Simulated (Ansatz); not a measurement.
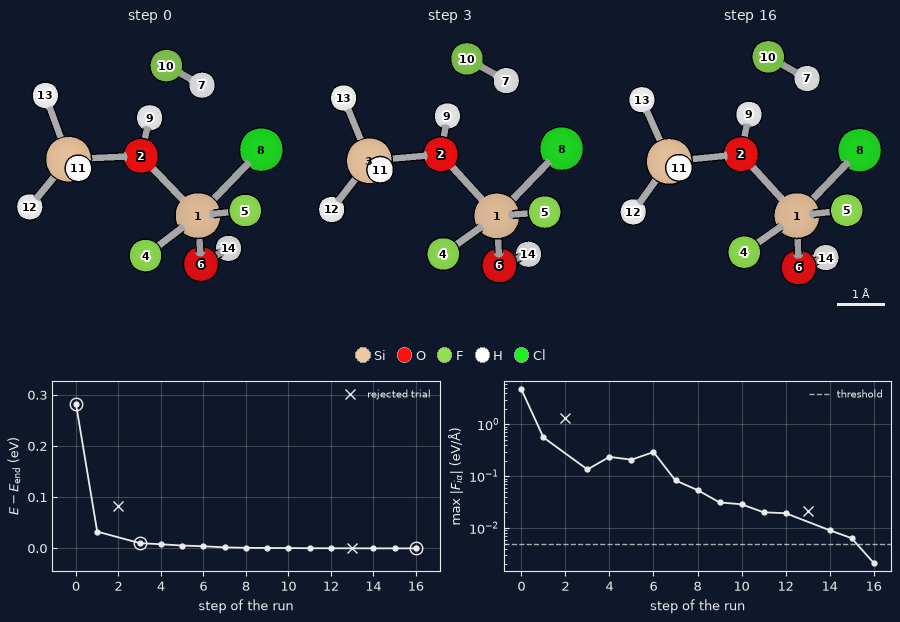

Frames of a relaxation of Si$_{2}$H$_{6}$O$_{2}$ClF$_{3}$ (started from a transition state, displaced along its imaginary mode), marked on the history of the run. Style: ball-and-stick. Shown from a free direction.

The calculation used RKS PBE0-D4/def2-TZVP in Ansatz. (force threshold 0.005 eV/Å; at most 200 steps)

> Describe the path.

The energy falls by 0.283 eV in 14 accepted moves (16 points after the start). Largest force component: 4.7 eV/Å at the start, 0.0021 eV/Å at the end. The line search rejected the trial steps at points 2, 13 of the run. The largest move after the best rigid fit is that of F10, 0.24 Å. Largest moves by element: F 0.24 Å, H 0.21 Å, Cl 0.16 Å, O 0.12 Å, Si 0.06 Å. Some distances before and after: Si3–F4 2.645 → 2.529 Å, H7–F10 0.875 → 0.966 Å, Si1–Cl8 2.255 → 2.315 Å, O2–H9 0.982 → 1.000 Å. Among the angles between lasting bonds that change: Si1–O2–Si3 125.9° → 121.6°, Si1–O6–H14 110.6° → 114.5°, Si1–O2–H9 118.0° → 121.5°. From step 0 to 3: F10 moves most (0.15 Å), energy −0.272 eV. From step 3 to 16: F10 moves most (0.17 Å), energy −0.010 eV.
